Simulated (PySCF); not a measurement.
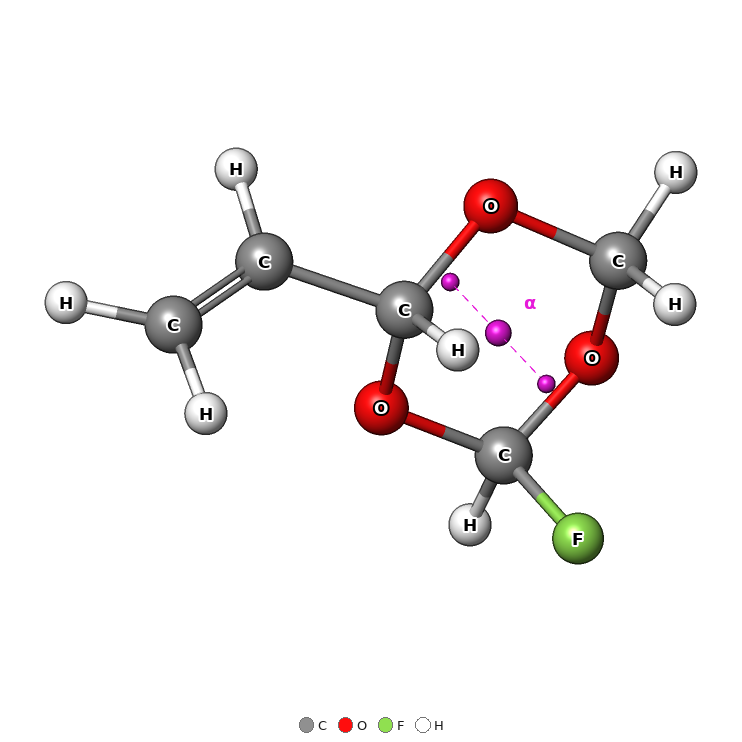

The small points mark where nucleus-independent chemical shifts (NICS) were computed: at the centre of each lettered ring and 1 Å above and below it. Geometry: a frame of a GFN2-xTB molecular-dynamics simulation, not a minimum. Properties computed with GIAO PBE0/pcSseg-1 NMR shielding, non-relativistic, gas phase (PySCF 2.14.0).

Give NICS(0), NICS(1) and the out-of-plane component NICS(1)zz for each ring (means of the two sides).

| ring | members | NICS(0) | NICS(1) | NICS(1)zz |
| --- | --- | --- | --- | --- |
| α | C3O3 | −1.9 | −0.6 | 3.9 |

Values in ppm.

What do the values say about the ring currents?

Answer. Ring α: weak, as in a non-aromatic ring. NICS is one index among several.
